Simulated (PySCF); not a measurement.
# CCSD(T)/6-31G(d) (spherical functions) run of GaSiH7O (SMILES [SiH3][OH+][GaH3-])

What is the energy change on altering one bond length of GaSiH7O at CCSD(T)/6-31G* (spherical functions)? 

Program for the calculation: PySCF 2.14.0.

2 further runs of the same task are left out: 2 set aside as unsound or not needed.

## (1) The system as given

GaSiH7O: 10 atoms, total charge 0, spin state singlet. As SMILES, `[SiH3][OH+][GaH3-]`. The coordinates come from a PBE0-D4/def2-TZVP relaxation.

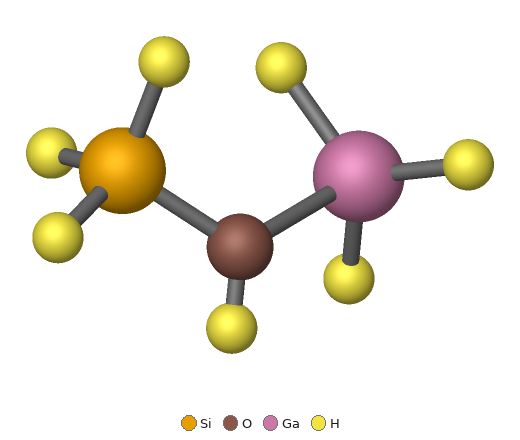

The structure, seen from a chosen angle (silicon amber, oxygen brown, gallium pink, hydrogen yellow).

## (2) The energy at CCSD(T)/6-31G(d) (spherical functions)

File calc.py:

```python
from pyscf import gto, scf, cc

mol = gto.M(
    atom='''
Si  -0.484700   0.680100  -1.289300
O   -0.772200  -0.233700   0.097500
Ga   0.882100  -0.551000   1.475200
H   -1.767100   0.740000  -2.035000
H    0.556000   0.040700  -2.124900
H   -0.069600   2.013200  -0.814500
H   -1.323900  -1.014800   0.010100
H    0.306600   0.146600   2.760300
H    1.885600   0.253500   0.552600
H    0.870300  -2.125600   1.370900
''',
    spin=0,
    verbose=4,
    basis='6-31g*',
    max_memory=1860,
)

calc0 = scf.RHF(mol)
calc0.conv_tol = 1e-10
calc0.kernel()
if not calc0.converged:
    calc0 = calc0.newton().run(calc0.mo_coeff, calc0.mo_occ)

mycc = cc.CCSD(calc0, frozen=15)
mycc.kernel()
e_t = mycc.ccsd_t()
e_final = mycc.e_tot + e_t
print('E(%s) = %.9f' % ('CCSD(T)', e_final))
```

Started as:

```bash
$ OMP_NUM_THREADS=1 python calc.py
```

The program printed:

```text
PySCF version 2.14.0

[... 64 lines left out ...]
converged SCF energy = -2290.81876473045
[... 12 lines left out ...]
Init t2, MP2 energy = -2291.32392572693  E_corr(MP2) -0.505160996480823
[... 11 lines left out ...]
CCSD converged
[... 2 lines left out ...]
E(CCSD(T)) = -2291.356309123
```

Wall time 13 s (1 thread of Intel Xeon at 2.70GHz, shared host); peak memory 0.28 GiB.

## (3) The distorted shape

File run.py:

```python
from pyscf import gto, scf, cc

mol = gto.M(
    atom='''
Si    -1.543513    -0.730226    -3.154244
O     -2.086809    -2.457058    -0.533572
Ga     1.039364    -3.056668     2.069904
H     -3.966898    -0.617031    -4.563413
H      0.423125    -1.938517    -4.733299
H     -0.131525     3.804397    -1.539182
H     -3.129371    -3.933123    -0.698734
H     -0.048173    -1.738395     4.498391
H      2.935705    -1.536383     0.326443
H      1.017066    -6.032231     1.872806
''',
    verbose=4,
    basis='6-31g*',
    max_memory=1860,
    unit='bohr',
    charge=0,
)

calc0 = scf.RHF(mol)
calc0.conv_tol = 1e-10
calc0.kernel()
if not calc0.converged:
    calc0 = calc0.newton().run(calc0.mo_coeff, calc0.mo_occ)

mycc = cc.CCSD(calc0, frozen=15)
mycc.kernel()
e_t = mycc.ccsd_t()
etot = mycc.e_tot + e_t
print('Final energy', etot)
```

Started as:

```bash
$ OMP_NUM_THREADS=1 python run.py
```

The program printed:

```text
PySCF version 2.14.0

[... 64 lines left out ...]
converged SCF energy = -2290.66953845973
[... 12 lines left out ...]
Init t2, MP2 energy = -2291.19161787015  E_corr(MP2) -0.522079410422119
[... 15 lines left out ...]
CCSD converged
[... 2 lines left out ...]
Final energy -2291.245930689303
```

Wall time 13 s (1 thread of Intel Xeon at 2.70GHz, shared host); peak memory 0.28 GiB.

## (4) Results

At CCSD(T)/6-31G* (spherical functions), 15 core orbitals frozen:

```
                                                          quantity           value
                                         first shape: total energy  -2291.35631 Eh
                 first shape: dipole moment (Hartree–Fock density)          3.87 D
                  first shape: HOMO energy (Hartree–Fock orbitals)       -10.75 eV
                  first shape: LUMO energy (Hartree–Fock orbitals)         2.29 eV
                first shape: HOMO–LUMO gap (Hartree–Fock orbitals)        13.04 eV
         first shape: correlation energy (15 core orbitals frozen)      -537.5 mEh
                                       first shape: (T) correction      -10.31 mEh
                                        first shape: T1 diagnostic           0.012
                                     distorted shape: total energy  -2291.24593 Eh
             distorted shape: dipole moment (Hartree–Fock density)          4.75 D
              distorted shape: HOMO energy (Hartree–Fock orbitals)        -9.57 eV
              distorted shape: LUMO energy (Hartree–Fock orbitals)         0.27 eV
            distorted shape: HOMO–LUMO gap (Hartree–Fock orbitals)         9.84 eV
     distorted shape: correlation energy (15 core orbitals frozen)      -576.4 mEh
                                   distorted shape: (T) correction      -13.91 mEh
                                    distorted shape: T1 diagnostic           0.019
energy change with the Si1–H6 bond stretched from 1.475 to 2.655 Å        3.004 eV
```

With the Si1–H6 bond stretched from 1.475 to 2.655 Å the energy rises by 3.00 eV (69 kcal/mol). The first shape isn't relaxed at this level, so the change isn't measured from a minimum. The triples (first shape) make up 1.9 % of the correlation energy. Mulliken charges (distorted shape) of the mean-field density run from -0.93 on O2 to +0.81 on Si1; they depend strongly on the basis. The triples (distorted shape) make up 2.4 % of the correlation energy.
